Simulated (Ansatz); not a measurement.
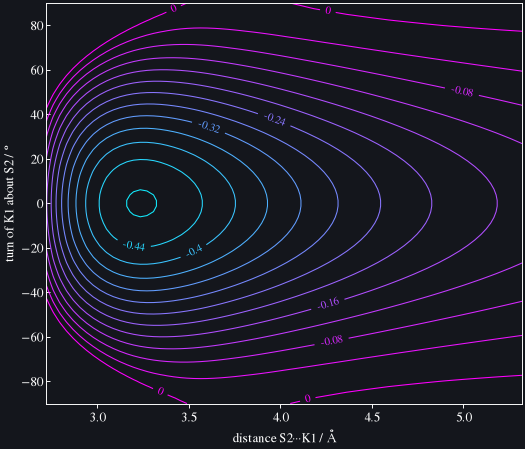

Energy landscape of H₂KS, charge +1. The turn is about an axis along (−0.60, −0.79, 0.12) in the frame of the relaxed pair, normal to the line between the partners. The first coordinate is: distance S2···K1; the second: turn of K1 about S2. The scan uses a 9 × 9 grid; 45 points were computed and 36 follow by symmetry. Points are written as (first, second). All energies are given in eV relative to the ion and the molecule far apart, frozen as in the relaxed pair, each in its own basis (no counterpoise correction). Theory: Ansatz, RKS wB97X-V/def2-SVPD.

Drawn: contour lines labelled in eV (none above 0). Between grid points the surface is interpolated. 

> What does the map say about the system?

The lowest grid point is at (3.379 Å, 0.0°), −0.474 eV from the ion and the molecule far apart, frozen as in the relaxed pair, each in its own basis (no counterpoise correction). The bottom of the well lies between grid points, at about (3.239 Å, 0°), about 0.01 eV lower on the interpolated surface. It is the only kind of minimum in the scanned range. The highest grid point, (2.721 Å, −90.0°), lies 1.117 eV above the lowest. Round the minimum the two coordinates are nearly uncoupled.

Time for the 45 points that were run: 8.3 min on 1 thread of Arm Neoverse V1, with other jobs on the host.
